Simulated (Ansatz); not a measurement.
## Ir, pressure series

Start from Ir in the fcc (Cu type) structure (space group Fm-3m, No. 225; a = 3.8112 Å).

Cell and atoms are relaxed at each pressure.

All numbers come from LDA (Ansatz, a first-principles code, PAW, no spin-orbit coupling).

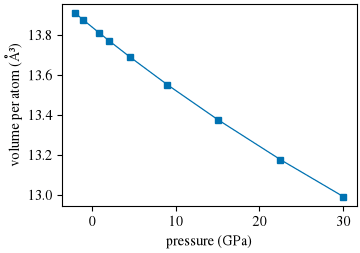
Figure. Volume against pressure

Question: Estimate the zero-pressure bulk modulus from the plot.

Answer: About 410 GPa; a third-order Birch–Murnaghan fit to the points gives V₀ = 13.84 Å³/atom, B₀ = 405 GPa and B₀′ = 5.0.

Measured bulk modulus of Ir: 365 GPa (static lattice; corrected from measurement; as listed in H. Levämäki et al., Physical Review B (2014)); the computed value is 11 % above it.

Load acts through the strain it causes; cell and atoms are relaxed under it. Whether these cells are dynamically stable was not tested. No other phases were tried under pressure. All final runs are without spin polarisation.
